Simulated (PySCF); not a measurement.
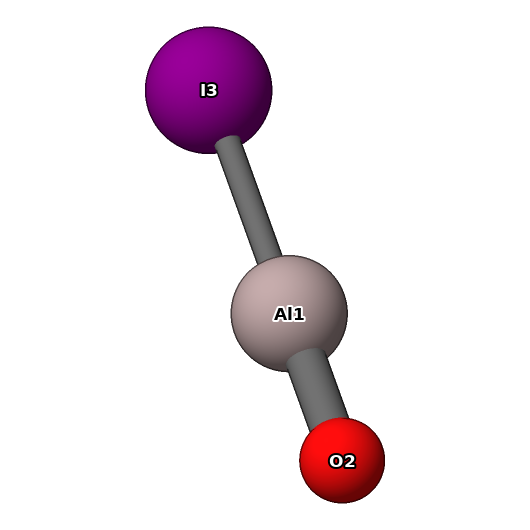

The thickness of each stick grows with its Mayer bond order. Computed geometry: PBE0/def2-TZVP with core potentials optimisation. Computed with PBE0/def2-TZVP, core potentials on I (PySCF 2.14.0).

List the Mayer bond orders of Al1–O2, Al1–I3.

```json
{"bond": "Al1–O2", "Mayer order": "2.23", "length (Å)": "1.594"}
{"bond": "Al1–I3", "Mayer order": "1.32", "length (Å)": "2.424"}
```
